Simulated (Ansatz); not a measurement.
**CH3Al + HF: a complex and its separated parts**

Aim: how far the complex at one end of a reaction step lies below its separated, relaxed parts, level by level.

The runs use Ansatz 0.2.0, Gaussian basis; PBE0-D4/def2-TZVP structures, single points in def2-TZVPP, no counterpoise correction.

Levels: SPW92, PBE-D4, BLYP-D4, r2SCAN-D4, B97M-V, PBE0-D4, B3LYP-D4, r2SCAN0-D4, BHLYP-D4, CAM-B3LYP-D4, wB97X-V, wB97M-V, B2PLYP, PBE-QIDH, RPA on PBE, Hartree-Fock, MP2, CCSD, CCSD(T).

Correlated methods freeze the cores. B3LYP uses VWN-RPA correlation. B2PLYP carries no dispersion term here.

11 further runs of the same task are left out: 11 set aside as unsound or not needed.

## 1. Starting geometry

The complex: 7 atoms, charge 0, spin multiplicity 1.

Atoms are counted from 1 here; the program's logs count them from 0.

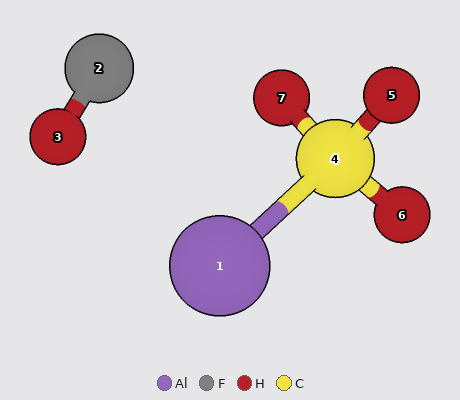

Start geometry, drawn with aluminium purple, fluorine grey, hydrogen red, carbon yellow; atoms are numbered from 1 in the order of the file.

As a file:

```tsv
atom	x (Å)	y (Å)	z (Å)
Al1	0.7276	-0.3594	-1.0709
F2	-1.2758	-1.8937	-0.3026
H3	-0.9424	-2.3471	-1.0436
C4	0.4245	0.9538	0.3803
H5	0.5235	0.4814	1.3660
H6	1.1307	1.7917	0.3444
H7	-0.5882	1.3733	0.3266
```

Its parts: CH3Al holds atoms 1, 4, 5, 6, 7; HF holds atoms 2, 3. Each part counts its atoms afresh in its own runs.

## 2. Relaxing CH3Al alone

The input, relax-a/in.yaml:

```yaml
crystal:
  periodic: [false, false, false]
  atoms:
    - {symbol: Al, position_ang: [0.727635, -0.359414, -1.070919]}
    - {symbol: C, position_ang: [0.424514, 0.953797, 0.380301]}
    - {symbol: H, position_ang: [0.523452, 0.481430, 1.365960]}
    - {symbol: H, position_ang: [1.130652, 1.791731, 0.344439]}
    - {symbol: H, position_ang: [-0.588152, 1.373312, 0.326580]}
basis:
  gaussian: {orbitals: def2-TZVP}
hamiltonian: {xc: pbe0, dispersion: d4}
relax: {f_tol: 0.005, max_steps: 200}
```

No record of the launch command was kept for these runs.

The program printed, cut to the lines that bear on the results:

```text
Functional definition: PBE0
  name "PBE0"
  cite "Adamo & Barone, J. Chem. Phys. 110, 6158 (1999) doi:10.1063/1.478522"
  cite "Perdew, Burke & Ernzerhof, Phys. Rev. Lett. 77, 3865 (1996) doi:10.1103/PhysRevLett.77.3865"
  parent pbe
[...]
591 factors; their error is unknown
[...]
mean field -7677.92502143 eV, -282.1585402532 hartree, gradient 5.1e-5 eV, S^2 0.000000; 0 other end points of the search recorded, 0 dependent functions left out
[...]
reference -7677.92504489 eV, -282.1585411151 hartree; 11, 11 occupied and 75, 75 virtual orbitals, 591 factors
relax step   1: F+E_penalty+E_count = -7677.98360195 eV  Δ(F+E_penalty+E_count) = +0.000e0 eV  max|allowed force component| = 7.587e-2 eV/Å  Δτ_max = 0.0000 Å  (23 SCF iters, accepted)
[...]
relax step   2: F+E_penalty+E_count = -7677.98422749 eV  Δ(F+E_penalty+E_count) = -6.255e-4 eV  max|allowed force component| = 3.171e-2 eV/Å  Δτ_max = 0.0060 Å  (28 SCF iters, accepted)
[...]
relax step   3: F+E_penalty+E_count = -7677.98442090 eV  Δ(F+E_penalty+E_count) = -1.934e-4 eV  max|allowed force component| = 2.724e-3 eV/Å  Δτ_max = 0.0061 Å  (28 SCF iters, accepted)
591 factors; their error is unknown
[...]
mean field -7677.92587244 eV, -282.1585715271 hartree, gradient 2.6e-5 eV, S^2 0.000000; 1 other end points of the search recorded, 0 dependent functions left out
[...]
reference -7677.92589594 eV, -282.1585723906 hartree; 11, 11 occupied and 75, 75 virtual orbitals, 591 factors
Total energy: -7677.98444440 eV, -282.1607240068 hartree
Atom 0 at     0.734698    -0.361115    -1.079888 Å, force     0.000164     0.001438     0.001056 eV/Å
Atom 1 at     0.419500     0.949299     0.381865 Å, force     0.000265    -0.002724    -0.002653 eV/Å
Atom 2 at     0.523623     0.486893     1.372331 Å, force    -0.000226     0.000945     0.000591 eV/Å
Atom 3 at     1.129577     1.785787     0.340355 Å, force    -0.000330    -0.000314     0.000096 eV/Å
Atom 4 at    -0.589297     1.379993     0.331697 Å, force     0.000126     0.000655     0.000910 eV/Å
Dipole moment:    -0.024018     0.100168     0.111654 e Å
```

Wall time 3.4 s (2 threads, shared host); peak memory 0.13 GiB.

Step by step:

```tsv
step	energy from step 1 (eV)	largest force component (eV/Å)
1	0.0000	0.0759
2	-0.0006	0.0317
3	-0.0008	0.0027
```

Close pairs (by a distance rule), those that changed most:

```tsv
bond	before (Å)	after (Å)	change (Å)
Al1–C2	1.981	1.988	+0.008
C2–H4	1.096	1.098	+0.002
C2–H5	1.097	1.098	+0.001
C2–H3	1.097	1.098	+0.001
```

## 3. Relaxing HF alone

The input, relax-b/in.yaml:

```yaml
crystal:
  periodic: [false, false, false]
  atoms:
    - {symbol: F, position_ang: [-1.275785, -1.893687, -0.302616]}
    - {symbol: H, position_ang: [-0.942418, -2.347068, -1.043645]}
basis:
  gaussian: {orbitals: def2-TZVP}
hamiltonian: {xc: pbe0, dispersion: d4}
relax: {f_tol: 0.005, max_steps: 200}
```

The program printed, cut to the lines that bear on the results:

```text
[... 5 set-up lines as earlier in the session ...]
[...]
200 factors; their error is unknown
[...]
mean field -2731.79847226 eV, -100.3917421760 hartree, gradient 6.9e-6 eV, S^2 0.000000; 0 other end points of the search recorded, 0 dependent functions left out
[...]
reference -2731.79848085 eV, -100.3917424917 hartree; 5, 5 occupied and 32, 32 virtual orbitals, 200 factors
relax step   1: F+E_penalty+E_count = -2731.79998897 eV  Δ(F+E_penalty+E_count) = +0.000e0 eV  max|allowed force component| = 4.859e-1 eV/Å  Δτ_max = 0.0000 Å  (21 SCF iters, accepted)
[...]
relax step   2: F+E_penalty+E_count = -2731.80307363 eV  Δ(F+E_penalty+E_count) = -3.085e-3 eV  max|allowed force component| = 1.032e-1 eV/Å  Δτ_max = 0.0041 Å  (25 SCF iters, accepted)
[...]
relax step   3: F+E_penalty+E_count = -2731.80321316 eV  Δ(F+E_penalty+E_count) = -1.395e-4 eV  max|allowed force component| = 2.833e-3 eV/Å  Δτ_max = 0.0011 Å  (25 SCF iters, accepted)
200 factors; their error is unknown
[...]
mean field -2731.80169988 eV, -100.3918607890 hartree, gradient 2.5e-5 eV, S^2 0.000000; 1 other end points of the search recorded, 0 dependent functions left out
[...]
reference -2731.80170832 eV, -100.3918610990 hartree; 5, 5 occupied and 32, 32 virtual orbitals, 200 factors
Total energy: -2731.80322159 eV, -100.3919167108 hartree
Atom 0 at    -1.273905    -1.896244    -0.306795 Å, force    -0.001274     0.001733     0.002833 eV/Å
Atom 1 at    -0.944298    -2.344511    -1.039466 Å, force     0.001274    -0.001733    -0.002833 eV/Å
Dipole moment:     0.143597    -0.195292    -0.319195 e Å
```

Run time: 0.6 s. Hardware: 2 threads, shared host.

The steps of the relaxation:

```tsv
step	energy from step 1 (eV)	largest force component (eV/Å)
1	0.0000	0.4859
2	-0.0031	0.1032
3	-0.0032	0.0028
```

The bond:

```tsv
bond	before (Å)	after (Å)	change (Å)
F1–H2	0.930	0.920	-0.010
```

## 4. wB97M-V/def2-TZVPP

The input, parta/in.yaml:

```yaml
crystal:
  periodic: [false, false, false]
  atoms:
    - {symbol: Al, position_ang: [0.734698, -0.361115, -1.079888]}
    - {symbol: C, position_ang: [0.419500, 0.949299, 0.381865]}
    - {symbol: H, position_ang: [0.523623, 0.486893, 1.372331]}
    - {symbol: H, position_ang: [1.129577, 1.785787, 0.340355]}
    - {symbol: H, position_ang: [-0.589297, 1.379993, 0.331697]}
basis:
  gaussian: {orbitals: def2-TZVPP}
hamiltonian: {xc: {name: wB97M-V}}
```

The input, partb/in.yaml:

```yaml
crystal:
  periodic: [false, false, false]
  atoms:
    - {symbol: F, position_ang: [-1.273905, -1.896244, -0.306795]}
    - {symbol: H, position_ang: [-0.944298, -2.344511, -1.039466]}
basis:
  gaussian: {orbitals: def2-TZVPP}
hamiltonian: {xc: {name: wB97M-V}}
```

Output in parta, cut to the lines that bear on the results:

```text
Functional definition: wB97M-V
  name "wB97M-V"
  cite "Mardirossian & Head-Gordon, J. Chem. Phys. 144, 214110 (2016) doi:10.1063/1.4952647"
  cite "Becke, J. Chem. Phys. 107, 8554 (1997) doi:10.1063/1.475007"
  cite "Vydrov & Van Voorhis, J. Chem. Phys. 133, 244103 (2010) doi:10.1063/1.3521275"
  # Of w^i u^j: cxij and so on, Table III.
[...]
  gx(w, u) = 1 - cx + cx01*u + cx10*w
  gss(w, u) = css00 + css04*u^4 + css10*w + css20*w^2 + css43*w^4*u^3
  gos(w, u) = cos00 + cos10*w + (cos20 + cos21*u)*w^2 + (cos60 + cos61*u)*w^6
[...]
      + integral(e_c_pw_mod_opposite_spin*gos(b97_w_opposite, b97_u_opposite)) + vv10(b, c)
629 factors; their error is unknown
165 factors; integrals over basis functions are off by at most 2.7e-5 eV
[...]
mean field -7681.39169709 eV, -282.2859382336 hartree, gradient 3.0e-5 eV, S^2 0.000000; 0 other end points of the search recorded, 0 dependent functions left out
reference -7681.39173422 eV, -282.2859395981 hartree; 11, 11 occupied and 104, 104 virtual orbitals, 629 factors
Total energy: -7681.39173422 eV, -282.2859395981 hartree
```

partb printed, cut to the lines that bear on the results:

```text
[... 5 set-up lines as earlier in the session ...]
  # Of w^i u^j: cxij and so on, Table III.
[...]
  gx(w, u) = 1 - cx + cx01*u + cx10*w
  gss(w, u) = css00 + css04*u^4 + css10*w + css20*w^2 + css43*w^4*u^3
  gos(w, u) = cos00 + cos10*w + (cos20 + cos21*u)*w^2 + (cos60 + cos61*u)*w^6
[...]
      + integral(e_c_pw_mod_opposite_spin*gos(b97_w_opposite, b97_u_opposite)) + vv10(b, c)
215 factors; their error is unknown
48 factors; integrals over basis functions are off by at most 2.2e-5 eV
[...]
mean field -2733.67553192 eV, -100.4607228462 hartree, gradient 1.2e-5 eV, S^2 0.000000; 0 other end points of the search recorded, 0 dependent functions left out
reference -2733.67554658 eV, -100.4607233851 hartree; 5, 5 occupied and 40, 40 virtual orbitals, 215 factors
Total energy: -2733.67554658 eV, -100.4607233851 hartree
```

They took 3.3 s (parta), 0.5 s (partb) on 2 threads, shared host; peak memory 0.2 GiB.

## 5. CCSD(T)/def2-TZVPP

The same edit goes into each in.yaml of step 4 (parta, partb):

```diff
-hamiltonian: {xc: {name: wB97M-V}}
+correlation: {method: ccsd_t}
```

Output in parta, cut to the lines that bear on the results:

```text
Functional definition: HF
  name "HF"
  cite "Fock, Z. Phys. 61, 126 (1930) doi:10.1007/BF01340294"
[... 1 set-up line as earlier in the session ...]
[...]
665 factors; integrals over basis functions are off by at most 1.2e-3 eV
[...]
mean field -7660.62231035 eV, -281.5226773490 hartree, gradient 4.9e-6 eV, S^2 0.000000; 0 other end points of the search recorded, 0 dependent functions left out; unrestricted orbitals would lower it
6 core orbitals not correlated: weight in the atoms' cores, before any rotation towards them, 1.000 or more for the frozen orbitals, at most 0.000 for the correlated occupied ones
reference -7660.62231035 eV, -281.5226773490 hartree; 5, 5 occupied and 104, 104 virtual orbitals, 665 factors
second order -6.51959835 eV of doubles, -0.00000000 eV of singles
cycle   1  -7.00557261 eV  change   -4.9e-1 eV  update   7.2e-2
[...]
cycle   9  -7.29337701 eV  change    8.9e-7 eV  update   8.1e-6
perturbative correction -0.26056825 eV, -0.0095757065 hartree
Total energy: -7668.17625561 eV, -281.8002797170 hartree
```

Log of partb, cut to the lines that bear on the results:

```text
[... 4 set-up lines as earlier in the session ...]
[...]
287 factors; integrals over basis functions are off by at most 1.0e-3 eV
[...]
mean field -2722.91277639 eV, -100.0651988758 hartree, gradient 4.5e-6 eV, S^2 0.000000; 0 other end points of the search recorded, 0 dependent functions left out
1 core orbitals not correlated: weight in the atoms' cores, before any rotation towards them, 1.000 or more for the frozen orbitals, at most 0.000 for the correlated occupied ones
reference -2722.91277639 eV, -100.0651988758 hartree; 4, 4 occupied and 40, 40 virtual orbitals, 287 factors
second order -7.36479376 eV of doubles, -0.00000000 eV of singles
cycle   1  -7.29617203 eV  change    6.9e-2 eV  update   3.9e-2
[...]
cycle   8  -7.43084279 eV  change    7.2e-7 eV  update   3.3e-6
perturbative correction -0.17033154 eV, -0.0062595686 hartree
Total energy: -2730.51395072 eV, -100.3445368800 hartree
```

They took 2.6 s (parta), 0.25 s (partb) on 2 threads, shared host; peak memory 0.42 GiB.

## 6. Vibrations of CH3Al

The input, vib-parta/in.yaml:

```yaml
crystal:
  periodic: [false, false, false]
  atoms:
    - {symbol: Al, position_ang: [0.734698, -0.361115, -1.079888]}
    - {symbol: C, position_ang: [0.419500, 0.949299, 0.381865]}
    - {symbol: H, position_ang: [0.523623, 0.486893, 1.372331]}
    - {symbol: H, position_ang: [1.129577, 1.785787, 0.340355]}
    - {symbol: H, position_ang: [-0.589297, 1.379993, 0.331697]}
basis:
  gaussian: {orbitals: def2-TZVP}
hamiltonian: {xc: pbe0, dispersion: d4}
phonons: {temperatures: {t_min: 298.15, t_max: 900, t_step: 200}}
```

The program printed, cut to the lines that bear on the results:

```text
[... 5 set-up lines as earlier in the session ...]
[...]
591 factors; their error is unknown
[...]
mean field -7677.92587248 eV, -282.1585715284 hartree, gradient 5.0e-5 eV, S^2 0.000000; 0 other end points of the search recorded, 0 dependent functions left out
[...]
reference -7677.92589597 eV, -282.1585723918 hartree; 11, 11 occupied and 75, 75 virtual orbitals, 591 factors
[... from here to the last solve, the lines of the solves are left out (29 solves) ...]
591 factors; their error is unknown
mean field -7677.92585915 eV, -282.1585710389 hartree, gradient 7.6e-7 eV, S^2 0.000000; 0 other end points of the search recorded, 0 dependent functions left out
[...]
reference -7677.92588265 eV, -282.1585719022 hartree; 11, 11 occupied and 75, 75 virtual orbitals, 591 factors
Total energy: -7677.98444443 eV, -282.1607240081 hartree
Atom 0 at     0.734698    -0.361115    -1.079888 Å, force     0.000165     0.001435     0.001055 eV/Å
Atom 1 at     0.419500     0.949299     0.381865 Å, force     0.000282    -0.002712    -0.002650 eV/Å
Atom 2 at     0.523623     0.486893     1.372331 Å, force    -0.000226     0.000942     0.000592 eV/Å
Atom 3 at     1.129577     1.785787     0.340355 Å, force    -0.000335    -0.000323     0.000094 eV/Å
Atom 4 at    -0.589297     1.379993     0.331697 Å, force     0.000113     0.000658     0.000909 eV/Å
Dipole moment:    -0.024019     0.100170     0.111653 e Å
Vibrations: 442.74 442.82 578.13 1182.35 1416.67 1416.69 2997.50 3082.57 3082.71 cm⁻¹, zero-point energy 0.907700 eV
```

It took 17 s on 2 threads, shared host; peak memory 0.12 GiB.

The modes, with what each moves most:

```tsv
mode	wavenumber (cm⁻¹)	character
1	443	bend
2	443	bend
3	578	Al–C stretch
4	1182	bend
5	1417	bend
6	1417	bend
7	2998	C–H stretch
8	3083	C–H stretch
9	3083	C–H stretch
```

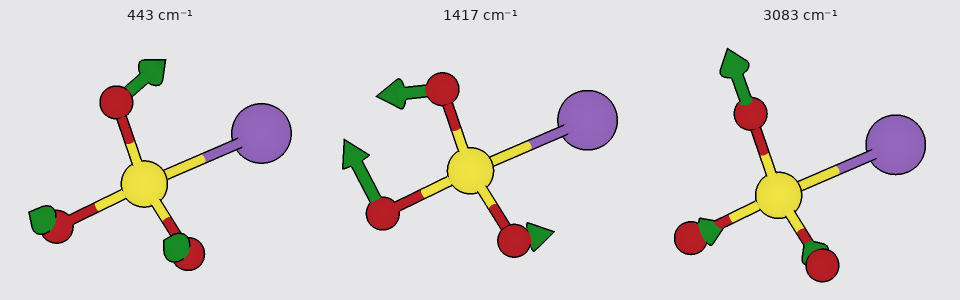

How the atoms move in 3 of the modes.

Vibrational sums (real modes only):

```tsv
T (K)	entropy (J/mol/K)	heat capacity (J/mol/K)
298	9.2	17.8
498	21.3	29.7
698	32.8	38.5
898	43.3	45.5
```

## 7. Vibrations of HF

The input, vib-partb/in.yaml:

```yaml
crystal:
  periodic: [false, false, false]
  atoms:
    - {symbol: F, position_ang: [-1.273905, -1.896244, -0.306795]}
    - {symbol: H, position_ang: [-0.944298, -2.344511, -1.039466]}
basis:
  gaussian: {orbitals: def2-TZVP}
hamiltonian: {xc: pbe0, dispersion: d4}
phonons: {temperatures: {t_min: 298.15, t_max: 900, t_step: 200}}
```

The program printed, cut to the lines that bear on the results:

```text
[... 5 set-up lines as earlier in the session ...]
[...]
200 factors; their error is unknown
[...]
mean field -2731.80169988 eV, -100.3918607890 hartree, gradient 6.9e-6 eV, S^2 0.000000; 0 other end points of the search recorded, 0 dependent functions left out
[...]
reference -2731.80170832 eV, -100.3918610991 hartree; 5, 5 occupied and 32, 32 virtual orbitals, 200 factors
[...]
200 factors; their error is unknown
[...]
mean field -2731.80169989 eV, -100.3918607894 hartree, gradient 3.9e-7 eV, S^2 0.000000; 0 other end points of the search recorded, 0 dependent functions left out
[...]
reference -2731.80170833 eV, -100.3918610995 hartree; 5, 5 occupied and 32, 32 virtual orbitals, 200 factors
[...]
200 factors; their error is unknown
[...]
mean field -2731.80150093 eV, -100.3918534778 hartree, gradient 3.9e-7 eV, S^2 0.000000; 0 other end points of the search recorded, 0 dependent functions left out
[...]
reference -2731.80150933 eV, -100.3918537865 hartree; 5, 5 occupied and 32, 32 virtual orbitals, 200 factors
[...]
200 factors; their error is unknown
mean field -2731.80151926 eV, -100.3918541512 hartree, gradient 3.9e-7 eV, S^2 0.000000; 0 other end points of the search recorded, 0 dependent functions left out
[...]
reference -2731.80152773 eV, -100.3918544626 hartree; 5, 5 occupied and 32, 32 virtual orbitals, 200 factors
Total energy: -2731.80322159 eV, -100.3919167109 hartree
Atom 0 at    -1.273905    -1.896244    -0.306795 Å, force    -0.001266     0.001721     0.002814 eV/Å
Atom 1 at    -0.944298    -2.344511    -1.039466 Å, force     0.001266    -0.001721    -0.002814 eV/Å
Dipole moment:     0.143597    -0.195292    -0.319196 e Å
Vibrations: 4153.75 cm⁻¹, zero-point energy 0.257500 eV
```

Run time: 1.2 s. Hardware: 2 threads, shared host.

Wavenumbers and character of the modes:

```tsv
mode	wavenumber (cm⁻¹)	character
1	4154	F–H stretch
```

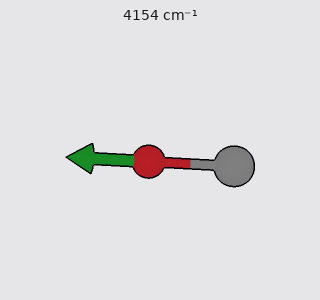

How the atoms move in 1 of the modes.

Vibrational sums (real modes only):

```tsv
T (K)	entropy (J/mol/K)	heat capacity (J/mol/K)
298	0.0	0.0
498	0.0	0.0
698	0.0	0.1
898	0.1	0.5
```

## 8. Complex less separated parts

The complex's own energies come from single points at the same levels. Levels not printed above were run the same way.

Rows are in def2-TZVPP; times add the 3 runs of a level on a shared host, so small differences are noise.

Differences are taken before rounding.

```tsv
method	rung	complex less parts (kcal/mol)	from CCSD(T) (kcal/mol)	time
SPW92	LDA	-8.26	-6.36	1.5 s
PBE-D4	GGA	-5.62	-3.71	2.5 s
BLYP-D4	GGA	-4.50	-2.60	2.5 s
r2SCAN-D4	meta-GGA	-4.62	-2.71	5.3 s
B97M-V	meta-GGA	-4.04	-2.14	11 s
PBE0-D4	hybrid	-4.26	-2.35	2.9 s
B3LYP-D4	hybrid	-3.78	-1.87	3.1 s
r2SCAN0-D4	hybrid	-3.81	-1.90	5.6 s
BHLYP-D4	hybrid	-3.00	-1.10	3 s
CAM-B3LYP-D4	range-separated hybrid	-3.90	-2.00	3.3 s
wB97X-V	range-separated hybrid	-3.73	-1.83	9.4 s
wB97M-V	range-separated hybrid	-3.81	-1.90	10 s
B2PLYP	double hybrid	-2.55	-0.64	4.7 s
PBE-QIDH	double hybrid	-2.76	-0.85	4.8 s
RPA on PBE	RPA	-0.58	+1.32	5.4 s
Hartree-Fock	wavefunction	0.97	+2.88	
MP2	wavefunction	-2.22	-0.31	
CCSD	wavefunction	-1.21	+0.70	
CCSD(T)	wavefunction	-1.91	0	24 s
```

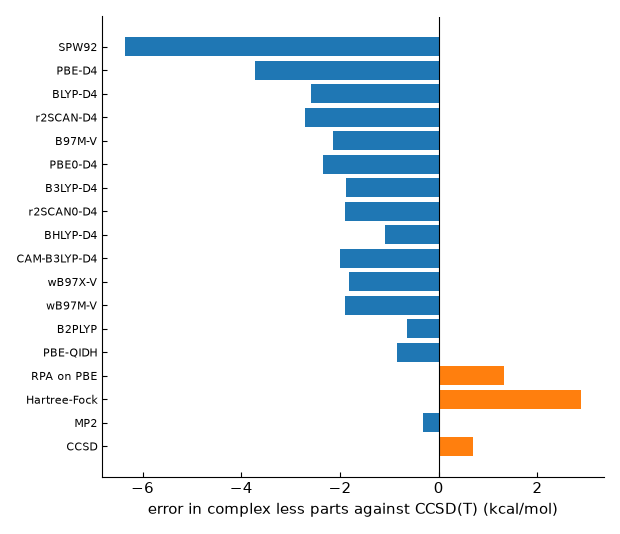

How far each level lands from CCSD(T).

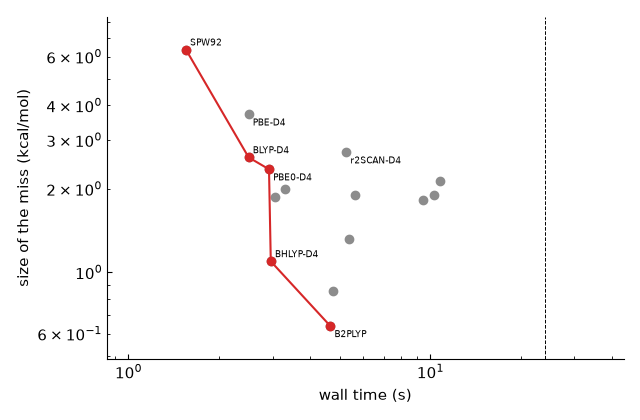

Miss against cost. Red marks the levels that no quicker level drawn beats (of those quicker than the yardstick), and the dashed line is the time of CCSD(T). Only those levels and the largest misses are named. Times are from a shared host.

For cost: B2PLYP gets within 0.64 kcal/mol in 4.7 s, where CCSD(T) took 24 s; the quickest level in the cost chart, SPW92, takes 1.5 s and misses by 6.36 kcal/mol.

The complex's zero-point energy, from a separate PBE0-D4 run, is 1.210 eV.

## 9. What came out

| quantity | value |
| --- | --- |
| complex less parts, CCSD(T)/def2-TZVPP | -1.91 kcal/mol |
| with zero-point energy | -0.87 kcal/mol |
| largest T1 diagnostic | 0.012 |

What this shows: At CCSD(T) the complex lies 1.91 kcal/mol below its parts. The functionals run from B2PLYP, off by -0.64 kcal/mol, to SPW92, off by -6.36 kcal/mol, against CCSD(T). Mean unsigned error by rung: LDA 6.36, GGA 3.15, meta-GGA 2.42, hybrid 1.80, range-separated hybrid 1.91, double hybrid 0.75 kcal/mol. PBE-D4 gives a relative energy 3.71 kcal/mol too low, an error of 195 % of the reference. No counterpoise was applied, and triple zeta lacks some correlation, so the CCSD(T) reference has a basis error of its own, and close matches with it are partly luck. The restricted Hartree–Fock reference is unstable towards an unrestricted one at one or more of these structures.
